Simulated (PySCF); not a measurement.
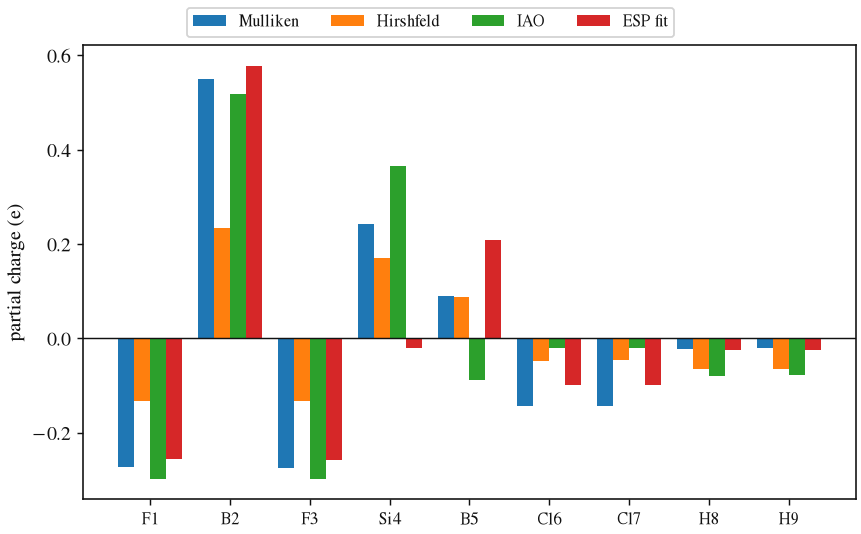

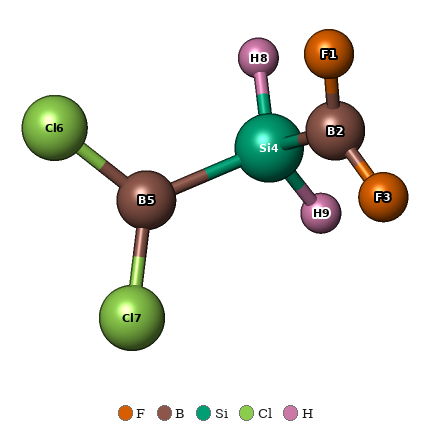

Atomic charges of B₂SiH₂Cl₂F₂, SMILES FB(F)[SiH2]B(Cl)Cl by 4 schemes, PBE0/pcSseg-1 in PySCF, at a PBE0-D3(BJ)/def2-SVP geometry (no frequency check).

Which atom is the most negative in each scheme?

Mulliken: F3 (−0.27 e) and F1 (−0.27 e); Hirshfeld: F3 (−0.13 e) and F1 (−0.13 e); IAO: F3 (−0.30 e) and F1 (−0.30 e); ESP fit: F3 (−0.26 e) and F1 (−0.26 e).

On which atom do the schemes disagree most?

On Si4: Mulliken 0.24, Hirshfeld 0.17, IAO 0.37, ESP fit −0.02 e.

Note: one conformer of a flexible molecule.
